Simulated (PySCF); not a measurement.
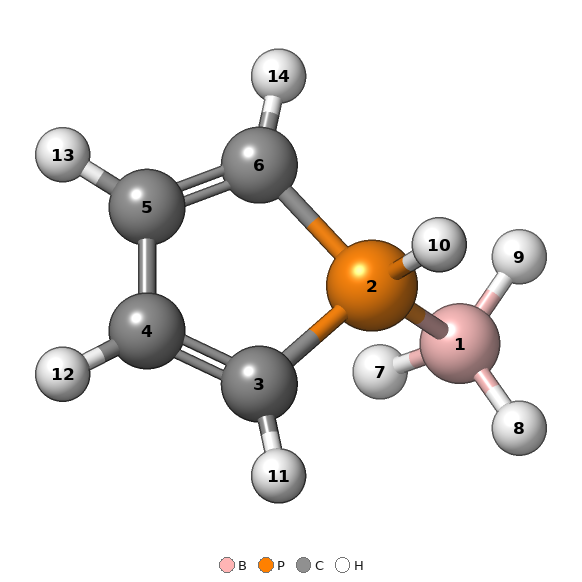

The atoms are numbered. The computed structure is the end point of a GFN2-xTB optimisation. No frequency run is at hand to confirm it as a minimum.

Give the bond lengths.

```csv
bond,length (Å),order
B1–P2,1.929,single
B1–H7,1.190,single
B1–H8,1.190,single
B1–H9,1.190,single
P2–C3,1.795,single
P2–C6,1.795,single
P2–H10,1.391,single
C3–C4,1.346,double
C3–H11,1.076,single
C4–C5,1.443,single
C4–H12,1.079,single
C5–C6,1.346,double
C5–H13,1.079,single
C6–H14,1.076,single
```
